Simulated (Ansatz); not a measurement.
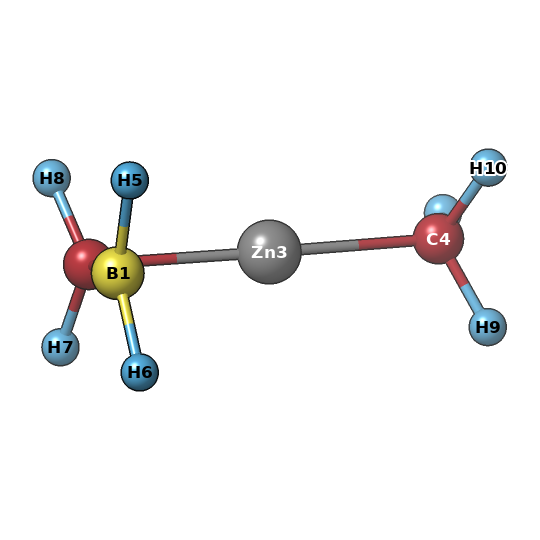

C2 lies behind B1. The molecule seen a little off the B1–C2 bond, B1 in front. Distant atoms are faded towards the background colour. Computed geometry: PBE-D4/def2-SVP optimisation. No frequency run is at hand to confirm it as a minimum.

What is the torsion angle H5–B1–C2–Zn3? The sign is positive where the front bond must turn clockwise to cover the back bond.

87°, about perpendicular.
